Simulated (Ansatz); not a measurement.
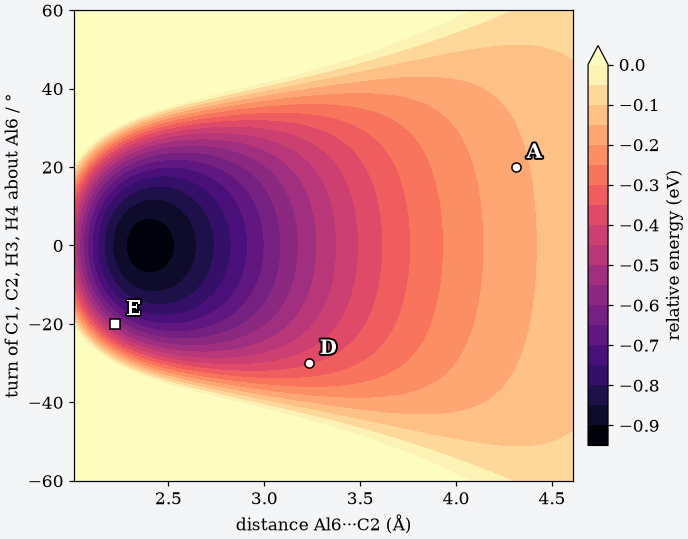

C2H2AlCl3. The turn is about an axis along (0.87, 0.45, 0.21) in the frame of the relaxed pair, normal to the line between the partners. Coordinates scanned: (1) distance Al6···C2; (2) turn of C1, C2, H3, H4 about Al6. The grid has 13 × 13 points; 101 points were computed and 68 follow by symmetry. Points are written as (first, second). Energies: eV, counted from the two partners far apart, frozen as in the relaxed pair, each in its own basis (no counterpoise correction). Computed with RKS PBE-D4/def2-SVPD in Ansatz.

The picture shows filled contours, one colour for all values above the top of the scale, lettered points. Between grid points the surface is interpolated.

What kind of point is each of A, D, E: minimum, saddle, maximum or slope?

A: on a slope; D: on a slope; E: on a slope. (In these two coordinates alone; a stationary point may lie a little off the grid point.)

Rank the lettered points by energy, lowest first.

E (−0.55 eV), D (−0.36 eV), A (−0.16 eV).
